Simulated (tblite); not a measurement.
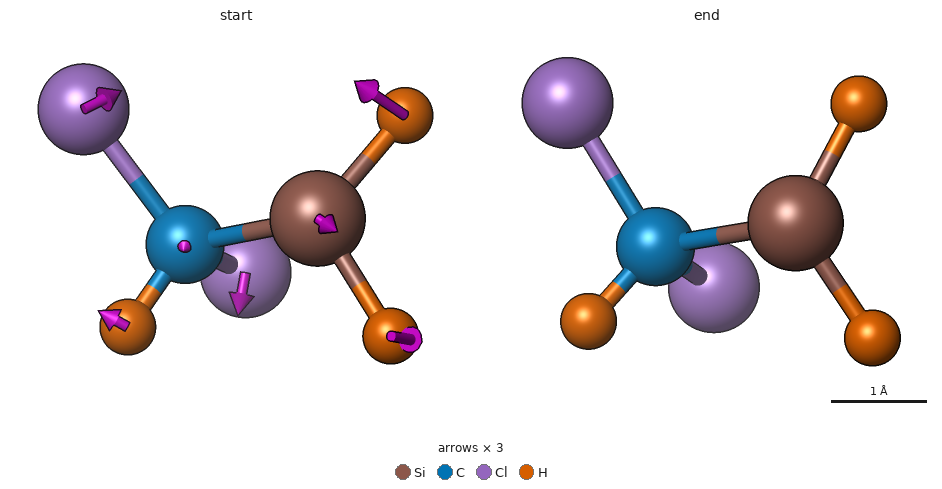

The structure of CH3Cl2Si (multiplicity 2) before (left) and after (right) a relaxation, at one scale. The purple arrows give the displacements, magnified 3 times.

The picture is a ball-and-stick view, seen at a tilt.

The calculation used GFN2-xTB geometry optimisation, gas phase in tblite. 

What changed between the two?

Answer. The atom that moves furthest after the best rigid fit is an H atom (0.27 Å). By element the largest moves are H 0.27 Å, Cl 0.17 Å, Si 0.10 Å, C 0.04 Å. Near-neighbour distances that change, for instance: C–Si 1.847 → 1.915 Å, C–Cl 1.765 → 1.802 Å, H–Si 1.479 → 1.452 Å, C–H 1.096 → 1.089 Å. Among the angles between lasting bonds that change: H–Si–H 109.8° → 117.9°, Si–C–H 111.5° → 116.1°, C–Si–H 113.8° → 109.7°. After 46 geometry steps the energy has fallen by 10.5 kJ/mol. Cost: 0.18 s on 1 thread of Arm Neoverse V2 (shared host).
